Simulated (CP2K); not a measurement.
Thioacetamide has these distinct C atoms: C1 (bonded to C and 3 H) and C2 (bonded to C, N and S).

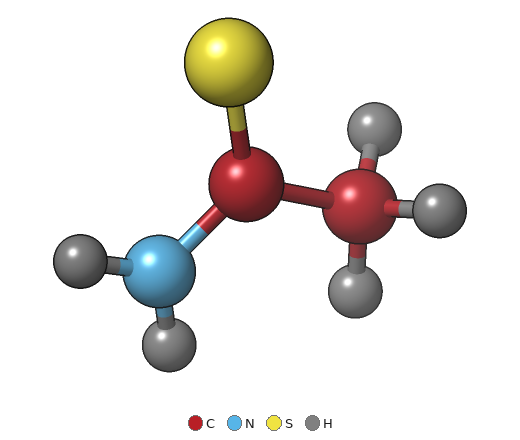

The molecule (carbon red, nitrogen blue, sulfur yellow, hydrogen grey).

```xyz
9

C    -1.0314    0.2961   -0.2809
C     0.1565   -0.1712    0.5272
N     1.3261   -0.2360   -0.1563
S     0.0506   -0.5737    2.1305
H    -1.4495    1.2024    0.1746
H    -0.7797    0.5090   -1.3296
H    -1.8173   -0.4688   -0.2527
H     2.1603   -0.5479    0.3309
H     1.3844   -0.0099   -1.1437
```

Their partial C K spectra (CP2K XAS_TDP, all-electron GAPW, PBEh(45%), aug-cc-pVDZ, TDA, GW2X-corrected core level, no relativity) are given in random order, each times the number of alike atoms.

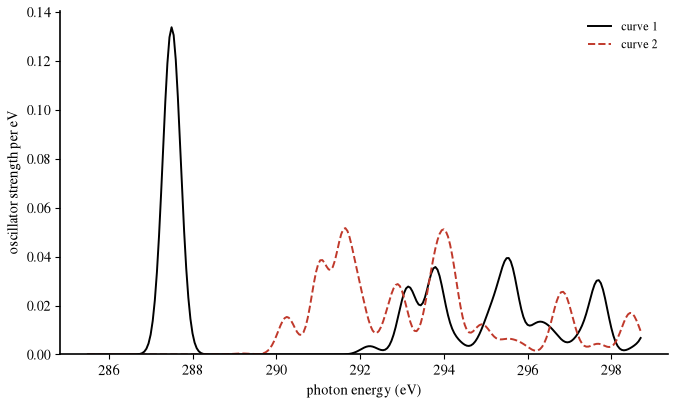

Gaussian full width 0.5 eV, oscillator strength per eV, alike atoms added, rows of zeros left out.

Which curve belongs to which atom?

Curve 1: C2 (bonded to C, N and S), leading line at 287.50 eV (f = 0.071 an atom), ionisation energy 294.34 eV, term value 6.84 eV. Curve 2: C1 (bonded to C and 3 H), leading line at 290.25 eV (f = 0.008 an atom), ionisation energy 292.71 eV, term value 2.46 eV. The leading line of an atom is its first one with 35 % of the strongest within 2.5 eV of its lowest line over the strength cut. A line lies at the core ionisation energy, which rises as an atom loses charge to its neighbours or to a π system, less the term value, which is large for a low π* or σ* orbital with weight on that atom.

[Banner, clock and machine lines of the logs are left out without a mark of their own.]

[Logs are printed without paths, hosts, clocks, repeated set-up lines and the standing remarks that a program may print on its own settings, such as how far it seeks lower states.]

[Hosts, paths, dates, database ids (printed as entryN), source tags and the programs' standing remarks are cut or masked in the printed files.]
